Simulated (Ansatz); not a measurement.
# Cu: biaxial against axial strain, part 2 of 2

Aim: for Cu, strain the cell in the xy plane and along z independently.

Ansatz 0.2.0; DFT PBEsol, scalar-relativistic, plane waves, PAW.

## Step 17: Point p = 0.000, q = -0.040

Input file input.yaml:

```yaml
crystal:
  lattice:
    - [0.0, 1.8075, 1.7352]
    - [1.8075, 0.0, 1.7352]
    - [1.8075, 1.8075, 0.0]
  atoms:
    - { symbol: Cu, position: [0.0, 0.0, 0.0] }
basis:
  ecutwfc: 420
kpoints:
  mp_grid: { grid: [22, 22, 22] }
hamiltonian:
  xc: pbesol
scf:
  occupations: { method: gaussian, width: 0.15 }
output:
  forces: true
  stress: true
  eigenvalues: true
```

On the command line:

```sh
ansatz run input.yaml --threads 1 --pin off --max-ram 2560MiB --backend cpu --events-out ev --progress --plain --runs-dir out
```

Output, cut to the lines that bear on the results:

```text
[...]
SCF converged after 6 iterations
Free energy (F): -6588.773126 eV
[...]
E sigma→0 (E₀):  -6588.771689 eV
Entropy (-TS):   -0.002873 eV (-2.873 meV/atom)
Fermi energy:    17.484066 eV
[...]
--- Forces (eV/Å), atoms counted from 1 ---
  atom   1  Cu    -0.00000000    -0.00000000    -0.00000000
[...]
--- Stress (GPa, compression-positive) ---
       -1.041899      -0.000000       0.000000
       -0.000000      -1.041899       0.000000
        0.000000       0.000000       1.246902
  P = ⅓ Tr σ = -0.2790 GPa (-2.790 kbar)
--- Band table (eV; the first three rows and the last of 834) ---
  k-point 0: bands = ["-94.8740", "-52.3265", "-52.3265", "-52.3245", "7.7150", "14.2836", "14.2836", "14.4886", "15.1380", "15.3455", "40.4277", "43.1494", "43.1494", "43.3460"]
[...]
```

It took 3.7 s on 1 thread of Intel Xeon 6975P-C (Granite Rapids), shared host; peak memory 0.46 GiB.

## Step 18: Point p = 0.000, q = 0.040

input.yaml, as its differences from that of step 17:

```diff
@@ -2,4 +2,4 @@
   lattice:
-    - [0.0, 1.8075, 1.7352]
-    - [1.8075, 0.0, 1.7352]
+    - [0.0, 1.8075, 1.8798]
+    - [1.8075, 0.0, 1.8798]
     - [1.8075, 1.8075, 0.0]
```

On the command line:

```sh
ansatz run input.yaml --threads 1 --pin off --max-ram 2560MiB --backend cpu --events-out ev --progress --plain --runs-dir out
```

Output, cut to the lines that bear on the results:

```text
[...]
SCF converged after 6 iterations
Free energy (F): -6588.736384 eV
[...]
E sigma→0 (E₀):  -6588.734940 eV
Entropy (-TS):   -0.002888 eV (-2.888 meV/atom)
Fermi energy:    15.745253 eV
[...]
--- Forces (eV/Å), atoms counted from 1 ---
  atom   1  Cu     0.00000000    -0.00000000    -0.00000000
[...]
--- Stress (GPa, compression-positive) ---
      -10.424716      -0.000000       0.000000
       -0.000000     -10.424716       0.000000
        0.000000       0.000000     -12.737948
  P = ⅓ Tr σ = -11.1958 GPa (-111.958 kbar)
--- Band table (eV; the first three rows and the last of 834) ---
  k-point 0: bands = ["-96.4030", "-53.8751", "-53.8745", "-53.8745", "6.6084", "12.7465", "12.9357", "12.9357", "13.5657", "13.7532", "38.0527", "40.1908", "40.2585", "40.2585"]
[...]
```

Run time: 3.7 s. Hardware: 1 thread of Intel Xeon 6975P-C (Granite Rapids), shared host; peak memory 0.45 GiB.

## Step 19: p = 0.040, q = -0.080

input.yaml, as its differences from that of step 18:

```diff
@@ -2,5 +2,5 @@
   lattice:
-    - [0.0, 1.8075, 1.8798]
-    - [1.8075, 0.0, 1.8798]
-    - [1.8075, 1.8075, 0.0]
+    - [0.0, 1.8798, 1.6629]
+    - [1.8798, 0.0, 1.6629]
+    - [1.8798, 1.8798, 0.0]
   atoms:
```

On the command line:

```sh
ansatz run input.yaml --threads 1 --pin off --max-ram 2560MiB --backend cpu --events-out ev --progress --plain --runs-dir out
```

Output, cut to the lines that bear on the results:

```text
[...]
SCF converged after 6 iterations
Free energy (F): -6588.752079 eV
[...]
E sigma→0 (E₀):  -6588.750085 eV
Entropy (-TS):   -0.003988 eV (-3.988 meV/atom)
Fermi energy:    16.689660 eV
[...]
--- Forces (eV/Å), atoms counted from 1 ---
  atom   1  Cu     0.00000000     0.00000000    -0.00000000
[...]
--- Stress (GPa, compression-positive) ---
       -6.769224       0.000000       0.000000
        0.000000      -6.769224       0.000000
        0.000000       0.000000      -2.925194
  P = ⅓ Tr σ = -5.4879 GPa (-54.879 kbar)
--- Band table (eV; the first three rows and the last of 834) ---
  k-point 0: bands = ["-95.5773", "-53.0393", "-53.0393", "-53.0349", "7.2076", "13.5230", "13.5230", "14.0580", "14.1997", "14.7421", "39.6124", "41.8329", "41.8329", "42.3752"]
[...]
```

Run time: 3.8 s. Hardware: 1 thread of Intel Xeon 6975P-C (Granite Rapids), shared host; peak memory 0.47 GiB.

## Step 20: p = 0.040, q = 0.000

input.yaml, as its differences from that of step 19:

```diff
@@ -2,4 +2,4 @@
   lattice:
-    - [0.0, 1.8798, 1.6629]
-    - [1.8798, 0.0, 1.6629]
+    - [0.0, 1.8798, 1.8075]
+    - [1.8798, 0.0, 1.8075]
     - [1.8798, 1.8798, 0.0]
@@ -19 +19,5 @@
   eigenvalues: true
+  write_density: true
+  write_potential: true
+  elf: true
+  volumetric_format: npy
```

On the command line:

```sh
ansatz run input.yaml --threads 1 --pin off --max-ram 2560MiB --backend cpu --events-out ev --progress --plain --runs-dir out
```

Output, cut to the lines that bear on the results:

```text
[...]
SCF converged after 6 iterations
Free energy (F): -6588.696253 eV
[...]
E sigma→0 (E₀):  -6588.694725 eV
Entropy (-TS):   -0.003056 eV (-3.056 meV/atom)
Fermi energy:    14.947212 eV
[...]
--- Forces (eV/Å), atoms counted from 1 ---
  atom   1  Cu     0.00000000     0.00000000    -0.00000000
[...]
--- Stress (GPa, compression-positive) ---
      -15.562009       0.000000       0.000000
        0.000000     -15.562009      -0.000000
        0.000000      -0.000000     -13.929476
  P = ⅓ Tr σ = -15.0178 GPa (-150.178 kbar)
--- Band table (eV; the first three rows and the last of 834) ---
  k-point 0: bands = ["-97.1069", "-54.5872", "-54.5872", "-54.5861", "6.1038", "12.1347", "12.1347", "12.3011", "12.8465", "13.0131", "36.9393", "38.8187", "38.8187", "38.8729"]
[...]
```

Run time: 5.4 s. Hardware: 1 thread of Intel Xeon 6975P-C (Granite Rapids), shared host; peak memory 0.48 GiB.

Axes a, b and c in the maps are those of this run's conventional cell (a, b, c = 2.658, 2.658, 3.615 Å).

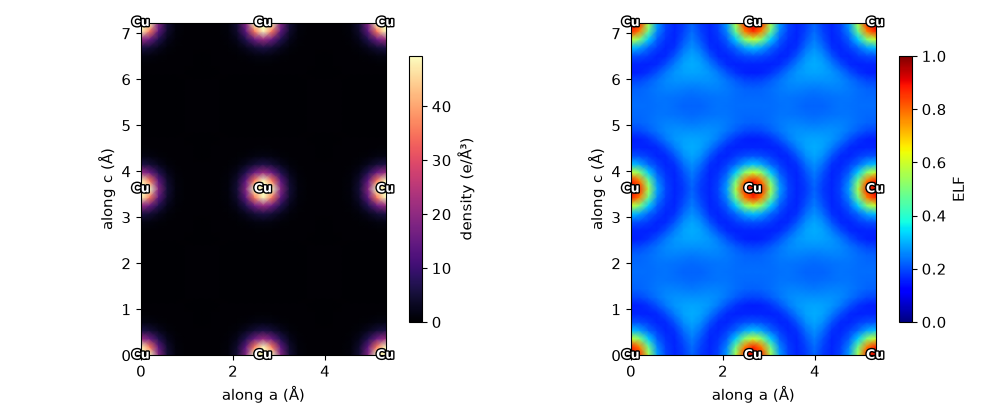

Density (left) and ELF (right) in a lattice plane of the grid's cell (edges 2.66 and 3.62 Å, at 0.000 of the third edge), which holds Cu. Only atoms in the plane are labelled; the density scale stops at 49.33 e/Å³. Both are smooth fields of the valence electrons: close to the nuclei they are not physical.

## Step 21: Point p = 0.040, q = 0.080

Input file input.yaml:

```yaml
crystal:
  lattice:
    - [0.0, 1.8798, 1.9521]
    - [1.8798, 0.0, 1.9521]
    - [1.8798, 1.8798, 0.0]
  atoms:
    - { symbol: Cu, position: [0.0, 0.0, 0.0] }
basis:
  ecutwfc: 420
kpoints:
  mp_grid: { grid: [22, 22, 22] }
hamiltonian:
  xc: pbesol
scf:
  occupations: { method: gaussian, width: 0.15 }
output:
  forces: true
  stress: true
  eigenvalues: true
```

On the command line:

```sh
ansatz run input.yaml --threads 1 --pin off --max-ram 2560MiB --backend cpu --events-out ev --progress --plain --runs-dir out
```

Output, cut to the lines that bear on the results:

```text
[...]
SCF converged after 6 iterations
Free energy (F): -6588.582125 eV
[...]
E sigma→0 (E₀):  -6588.580571 eV
Entropy (-TS):   -0.003108 eV (-3.108 meV/atom)
Fermi energy:    13.483192 eV
[...]
--- Forces (eV/Å), atoms counted from 1 ---
  atom   1  Cu     0.00000000    -0.00000000    -0.00000000
[...]
--- Stress (GPa, compression-positive) ---
      -19.668710       0.000000       0.000000
        0.000000     -19.668710       0.000000
        0.000000       0.000000     -21.283177
  P = ⅓ Tr σ = -20.2069 GPa (-202.069 kbar)
--- Band table (eV; the first three rows and the last of 834) ---
  k-point 0: bands = ["-98.4077", "-55.9016", "-55.9016", "-55.9016", "5.1802", "10.8220", "10.9759", "10.9759", "11.5058", "11.6566", "34.8402", "36.1869", "36.1869", "36.2096"]
[...]
```

It took 3.9 s on 1 thread of Intel Xeon 6975P-C (Granite Rapids), shared host; peak memory 0.48 GiB.

## Step 22: Point p = 0.080, q = -0.040

input.yaml, as its differences from that of step 21:

```diff
@@ -2,5 +2,5 @@
   lattice:
-    - [0.0, 1.8798, 1.9521]
-    - [1.8798, 0.0, 1.9521]
-    - [1.8798, 1.8798, 0.0]
+    - [0.0, 1.9521, 1.7352]
+    - [1.9521, 0.0, 1.7352]
+    - [1.9521, 1.9521, 0.0]
   atoms:
```

On the command line:

```sh
ansatz run input.yaml --threads 1 --pin off --max-ram 2560MiB --backend cpu --events-out ev --progress --plain --runs-dir out
```

Output, cut to the lines that bear on the results:

```text
[...]
SCF converged after 6 iterations
Free energy (F): -6588.639997 eV
[...]
E sigma→0 (E₀):  -6588.637894 eV
Entropy (-TS):   -0.004207 eV (-4.207 meV/atom)
Fermi energy:    14.268701 eV
[...]
--- Forces (eV/Å), atoms counted from 1 ---
  atom   1  Cu     0.00000000     0.00000000     0.00000000
[...]
--- Stress (GPa, compression-positive) ---
      -18.387714       0.000000       0.000000
        0.000000     -18.387714      -0.000000
        0.000000      -0.000000     -15.639406
  P = ⅓ Tr σ = -17.4716 GPa (-174.716 kbar)
--- Band table (eV; the first three rows and the last of 834) ---
  k-point 0: bands = ["-97.7061", "-55.1929", "-55.1929", "-55.1909", "5.6788", "11.4840", "11.4840", "11.9209", "12.0566", "12.4945", "36.2060", "37.7279", "37.7279", "37.8832"]
[...]
```

It took 4.1 s on 1 thread of Intel Xeon 6975P-C (Granite Rapids), shared host; peak memory 0.48 GiB.

## Step 23: p = 0.080, q = 0.040

input.yaml, as its differences from that of step 22:

```diff
@@ -2,4 +2,4 @@
   lattice:
-    - [0.0, 1.9521, 1.7352]
-    - [1.9521, 0.0, 1.7352]
+    - [0.0, 1.9521, 1.8798]
+    - [1.9521, 0.0, 1.8798]
     - [1.9521, 1.9521, 0.0]
```

On the command line:

```sh
ansatz run input.yaml --threads 1 --pin off --max-ram 2560MiB --backend cpu --events-out ev --progress --plain --runs-dir out
```

Output, cut to the lines that bear on the results:

```text
[...]
SCF converged after 6 iterations
Free energy (F): -6588.512513 eV
[...]
E sigma→0 (E₀):  -6588.510903 eV
Entropy (-TS):   -0.003219 eV (-3.219 meV/atom)
Fermi energy:    12.806023 eV
[...]
--- Forces (eV/Å), atoms counted from 1 ---
  atom   1  Cu     0.00000000    -0.00000000    -0.00000000
[...]
--- Stress (GPa, compression-positive) ---
      -22.245312      -0.000000       0.000000
       -0.000000     -22.245312       0.000000
        0.000000      -0.000000     -21.099900
  P = ⅓ Tr σ = -21.8635 GPa (-218.635 kbar)
--- Band table (eV; the first three rows and the last of 834) ---
  k-point 0: bands = ["-99.0083", "-56.5084", "-56.5084", "-56.5079", "4.7577", "10.2936", "10.2936", "10.4295", "10.8901", "11.0248", "33.8541", "34.9349", "34.9588", "34.9588"]
[...]
```

Run time: 4 s. Hardware: 1 thread of Intel Xeon 6975P-C (Granite Rapids), shared host; peak memory 0.47 GiB.

## Step 24: p = -0.040, q = -0.040

input.yaml, as its differences from that of step 23:

```diff
@@ -2,5 +2,5 @@
   lattice:
-    - [0.0, 1.9521, 1.8798]
-    - [1.9521, 0.0, 1.8798]
-    - [1.9521, 1.9521, 0.0]
+    - [0.0, 1.7352, 1.7352]
+    - [1.7352, 0.0, 1.7352]
+    - [1.7352, 1.7352, 0.0]
   atoms:
```

On the command line:

```sh
ansatz run input.yaml --threads 1 --pin off --max-ram 2560MiB --backend cpu --events-out ev --progress --plain --runs-dir out
```

Output, cut to the lines that bear on the results:

```text
Warning: RAYON_NUM_THREADS=1 ignored (pool sized by the plan → 1); use --threads N
[...]
[... 3 set-up lines as earlier in the session ...]
[...]
Crystal: 1 atoms, lattice volume = 10.449 Å³
Basis set: ecut = 420 eV, 181 PW (Γ), exchange–correlation on 36×36×36 points (8 copies of the dense FFT grid, shifted against one another)
[...]
--- Forces (eV/Å), atoms counted from 1 ---
  atom   1  Cu    -0.00000000     0.00000000    -0.00000000
[...]
--- Stress (GPa, compression-positive) ---
       16.357132       0.000000       0.000000
        0.000000      16.357132      -0.000000
       -0.000000       0.000000      16.357132
  P = ⅓ Tr σ = 16.3571 GPa (163.571 kbar)
--- Band table (eV; the first three rows and the last of 328) ---
  k-point 0: bands = ["-93.1814", "-50.6074", "-50.6074", "-50.6074", "8.9584", "15.9796", "15.9796", "15.9796", "16.9996", "16.9996", "42.9545", "46.4005", "46.4005", "46.4005"]
[...]
```

Run time: 1.4 s. Hardware: 1 thread of Intel Xeon 6975P-C (Granite Rapids), shared host; peak memory 0.38 GiB.

## Step 25: At p = -0.040, q = 0.040

input.yaml, as its differences from that of step 24:

```diff
@@ -2,4 +2,4 @@
   lattice:
-    - [0.0, 1.7352, 1.7352]
-    - [1.7352, 0.0, 1.7352]
+    - [0.0, 1.7352, 1.8798]
+    - [1.7352, 0.0, 1.8798]
     - [1.7352, 1.7352, 0.0]
```

On the command line:

```sh
ansatz run input.yaml --threads 1 --pin off --max-ram 2560MiB --backend cpu --events-out ev --progress --plain --runs-dir out
```

Output, cut to the lines that bear on the results:

```text
[...]
SCF converged after 6 iterations
Free energy (F): -6588.763656 eV
[...]
E sigma→0 (E₀):  -6588.762211 eV
Entropy (-TS):   -0.002890 eV (-2.890 meV/atom)
Fermi energy:    17.538165 eV
[...]
--- Forces (eV/Å), atoms counted from 1 ---
  atom   1  Cu     0.00000000     0.00000000     0.00000000
[...]
--- Stress (GPa, compression-positive) ---
        2.543035       0.000000       0.000000
        0.000000       2.543035       0.000000
        0.000000       0.000000      -4.364824
  P = ⅓ Tr σ = 0.2404 GPa (2.404 kbar)
--- Band table (eV; the first three rows and the last of 834) ---
  k-point 0: bands = ["-94.8443", "-52.2971", "-52.2939", "-52.2939", "7.7395", "14.0920", "14.5382", "14.5382", "15.0370", "15.4817", "40.5683", "43.0979", "43.4313", "43.4313"]
[...]
```

Wall time 3.5 s (1 thread of Intel Xeon 6975P-C (Granite Rapids), shared host); peak memory 0.46 GiB.

## Step 26: At p = 0.040, q = -0.040

input.yaml, as its differences from that of step 25:

```diff
@@ -2,5 +2,5 @@
   lattice:
-    - [0.0, 1.7352, 1.8798]
-    - [1.7352, 0.0, 1.8798]
-    - [1.7352, 1.7352, 0.0]
+    - [0.0, 1.8798, 1.7352]
+    - [1.8798, 0.0, 1.7352]
+    - [1.8798, 1.8798, 0.0]
   atoms:
@@ -19 +19,5 @@
   eigenvalues: true
+  write_density: true
+  write_potential: true
+  elf: true
+  volumetric_format: npy
```

On the command line:

```sh
ansatz run input.yaml --threads 1 --pin off --max-ram 2560MiB --backend cpu --events-out ev --progress --plain --runs-dir out
```

Output, cut to the lines that bear on the results:

```text
Warning: RAYON_NUM_THREADS=1 ignored (pool sized by the plan → 1); use --threads N
[...]
[... 3 set-up lines as earlier in the session ...]
[...]
Crystal: 1 atoms, lattice volume = 12.263 Å³
Basis set: ecut = 420 eV, 257 PW (Γ), exchange–correlation on 36×36×36 points (8 copies of the dense FFT grid, shifted against one another)
[...]
--- Forces (eV/Å), atoms counted from 1 ---
  atom   1  Cu     0.00000000     0.00000000     0.00000000
[...]
--- Stress (GPa, compression-positive) ---
      -11.951266       0.000000       0.000000
        0.000000     -11.951266       0.000000
        0.000000       0.000000      -8.886954
  P = ⅓ Tr σ = -10.9298 GPa (-109.298 kbar)
--- Band table (eV; the first three rows and the last of 834) ---
  k-point 0: bands = ["-96.3748", "-53.8469", "-53.8469", "-53.8439", "6.6301", "12.7949", "12.7949", "13.1397", "13.5001", "13.8482", "38.1922", "40.2787", "40.2787", "40.4982"]
[...]
```

Run time: 5.4 s. Hardware: 1 thread of Intel Xeon 6975P-C (Granite Rapids), shared host; peak memory 0.47 GiB.

Axes a, b and c in the maps are those of this run's conventional cell (a, b, c = 2.658, 2.658, 3.470 Å).

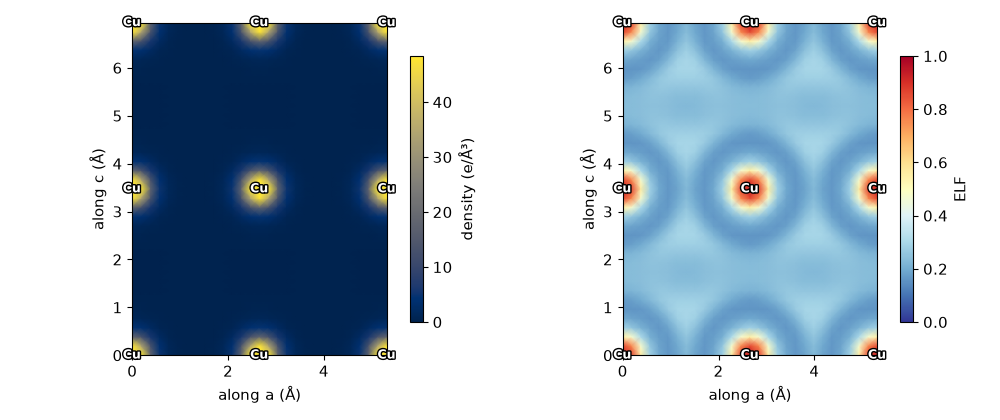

Density (left) and ELF (right) in a lattice plane of the grid's cell (edges 2.66 and 3.47 Å, at 0.000 of the third edge), which holds Cu. Only atoms in the plane are labelled; the density scale stops at 48.38 e/Å³. Both are smooth fields of the valence electrons: close to the nuclei they are not physical.

## Step 27: At p = 0.040, q = 0.040

Input file input.yaml:

```yaml
crystal:
  lattice:
    - [0.0, 1.8798, 1.8798]
    - [1.8798, 0.0, 1.8798]
    - [1.8798, 1.8798, 0.0]
  atoms:
    - { symbol: Cu, position: [0.0, 0.0, 0.0] }
basis:
  ecutwfc: 420
kpoints:
  mp_grid: { grid: [22, 22, 22] }
hamiltonian:
  xc: pbesol
scf:
  occupations: { method: gaussian, width: 0.15 }
output:
  forces: true
  stress: true
  eigenvalues: true
```

On the command line:

```sh
ansatz run input.yaml --threads 1 --pin off --max-ram 2560MiB --backend cpu --events-out ev --progress --plain --runs-dir out
```

Output, cut to the lines that bear on the results:

```text
[...]
SCF converged after 6 iterations
Free energy (F): -6588.645020 eV
[...]
E sigma→0 (E₀):  -6588.643478 eV
Entropy (-TS):   -0.003084 eV (-3.084 meV/atom)
Fermi energy:    14.181967 eV
[...]
--- Forces (eV/Å), atoms counted from 1 ---
  atom   1  Cu    -0.00000000     0.00000000    -0.00000000
[...]
--- Stress (GPa, compression-positive) ---
      -18.039956      -0.000000       0.000000
       -0.000000     -18.039956      -0.000000
       -0.000000      -0.000000     -18.039956
  P = ⅓ Tr σ = -18.0400 GPa (-180.400 kbar)
--- Band table (eV; the first three rows and the last of 328) ---
  k-point 0: bands = ["-97.7825", "-55.2701", "-55.2701", "-55.2701", "5.6222", "11.5310", "11.5310", "11.5310", "12.2331", "12.2331", "35.8288", "37.4555", "37.4555", "37.4555"]
[...]
```

Run time: 1.5 s. Hardware: 1 thread of Intel Xeon 6975P-C (Granite Rapids), shared host; peak memory 0.39 GiB.

## Step 28: All points together

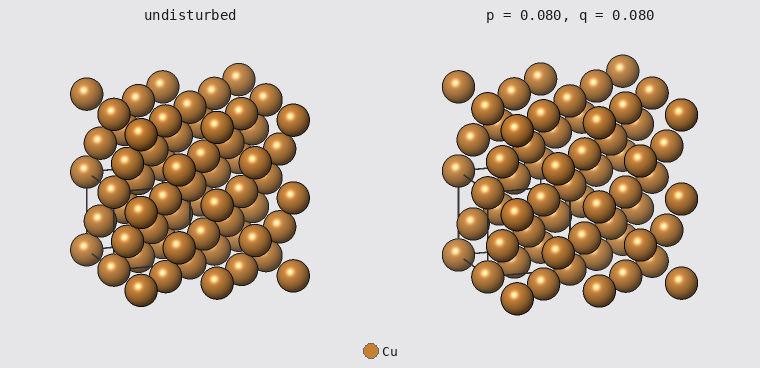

The undisturbed cell and the costliest point of the scan, at one scale, with neighbouring cells.

Energy above the undisturbed cell in meV/atom; points alike by symmetry are filled in, and a dash was not computed:

```csv
p \ q,-0.080,-0.040,0.000,0.040,0.080
-0.080,304.0,183.8,109.1,70.9,63.8
-0.040,92.9,30.4,1.8,1.4,23.4
0.000,8.8,-8.1,0.0,28.7,74.0
0.040,13.0,32.2,68.8,120.0,182.9
0.080,77.3,125.0,184.2,252.5,328.6
```

Pressure in GPa:

```
 p \ q  -0.080  -0.040  0.000  0.040  0.080
-0.080    58.3    41.8   28.8   18.6   10.7
-0.040    27.9    16.4    7.3    0.2   -5.2
 0.000     7.7    -0.3   -6.5  -11.2  -14.7
 0.040    -5.5   -10.9  -15.0  -18.0  -20.2
 0.080   -13.9   -17.5  -20.0  -21.9  -23.1
```

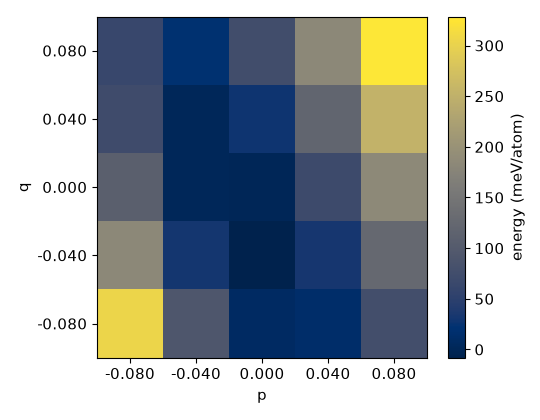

The energy map; blank cells were not computed.

## Step 29: Summary of results

What follows sums up all 2 parts.

| quantity | value |
| --- | --- |
| highest point | 328.6 meV/atom at (p, q) = (0.080, 0.080) |
| lowest point away from the origin | -8.1 meV/atom at (0.000, -0.040) |

**Reading.** Of the points run, the lowest is (0.000, -0.040), 8.1 meV/atom below the undisturbed cell, which was taken as given and not relaxed at this level. At |p| = |q| = 0.080, points where p and q have the same sign cost 316.3 meV/atom on average, those of opposite sign 70.5: stretching in the plane is cheaper with a contraction along z.
